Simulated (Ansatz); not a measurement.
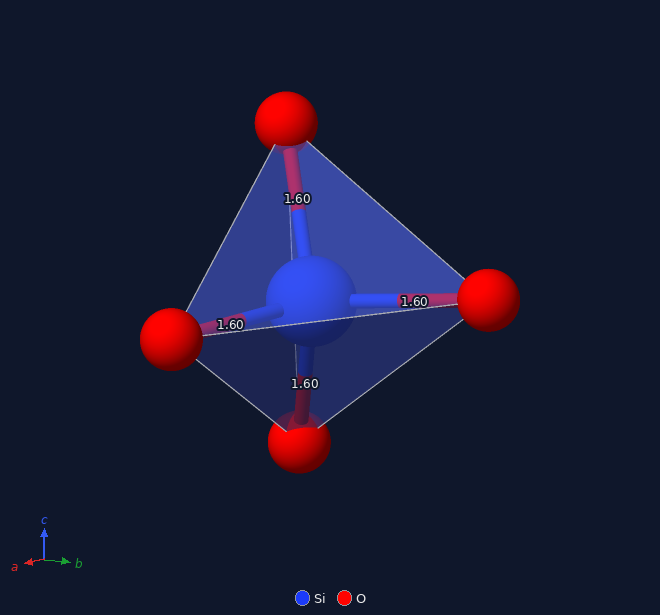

Coordination of Si in SiO₂ (P4_12_12); bond lengths in Å. Shape measures S are computed against regular polyhedra or, for capped shapes, the nearer of the equal-edge and equal-bond forms. Source: coordinates from a relaxation (final pressure about 20 GPa) with DFT, PAW plane waves, r2scan (Ansatz).

> What geometry does the central atom have?

SiO4: a slightly distorted tetrahedron (coordination number 4, S = 0.12; next best see-saw, S = 8.8).

> Does the central atom sit at the centroid of its ligands?

Yes, to within 0.01 Å; the site symmetry is 2.

> Estimate τ4 from the two largest angles.

The largest angles are 112.7° and 112.4°, so τ4 = 0.96 (1 for a tetrahedron, 0 for a square plane).
